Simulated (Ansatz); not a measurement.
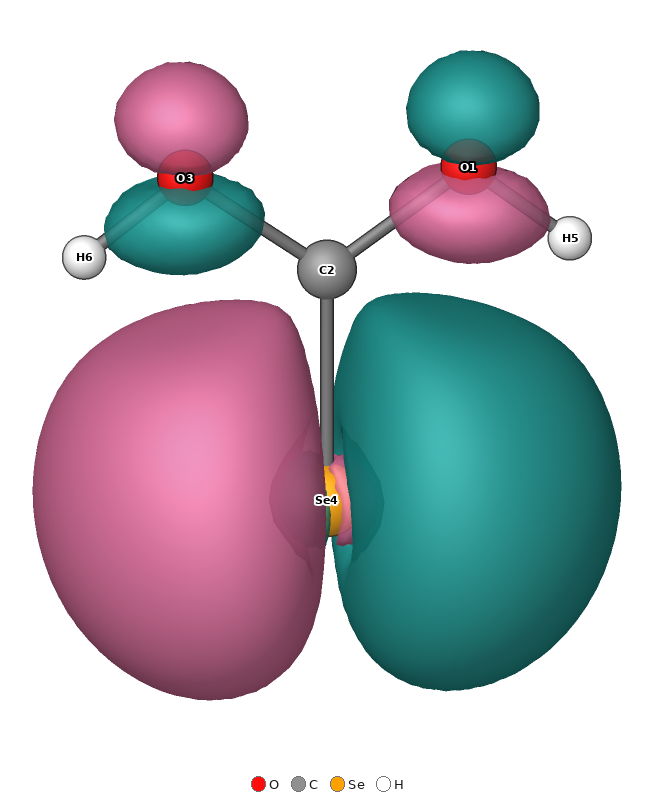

*CH₂O₂Se. One frontier orbital at ±0.08 Å⁻³ᐟ² (teal and pink are the two phases), seen at a tilt.*

Geometry: PBE0-D4/def2-TZVP.

The calculation used RKS PBE0-D4/def2-TZVPP in Ansatz.

The calculation's input:

```
crystal:
  periodic: [false, false, false]
  atoms:
    - {symbol: O, position_ang: [0.500453, 1.121199, -0.439713]}
    - {symbol: C, position_ang: [0.000623, -0.016412, -0.012749]}
    - {symbol: O, position_ang: [0.479173, -0.283901, 1.181284]}
    - {symbol: Se, position_ang: [-1.157084, -1.045974, -0.920380]}
    - {symbol: H, position_ang: [0.127757, 1.284396, -1.316308]}
    - {symbol: H, position_ang: [0.091278, -1.123508, 1.461566]}
basis:
  gaussian: {orbitals: def2-TZVPP}
hamiltonian: {xc: pbe0, dispersion: d4}
output: {orbitals: {seedname: orbitals}}
```

Launched as:

```sh
ansatz run in.yaml --threads 2 --pin off --events-out ev --progress --plain --max-ram 4352MiB
```

Q: Which orbital is it: HOMO or LUMO?

A: The HOMO, at −6.68 eV. By Hirshfeld shares it lies mainly on Se4 (about 85 %); it is symmetric in the molecular plane (an in-plane orbital: σ, lone-pair or in-plane π type); largely a lone pair of Se4.
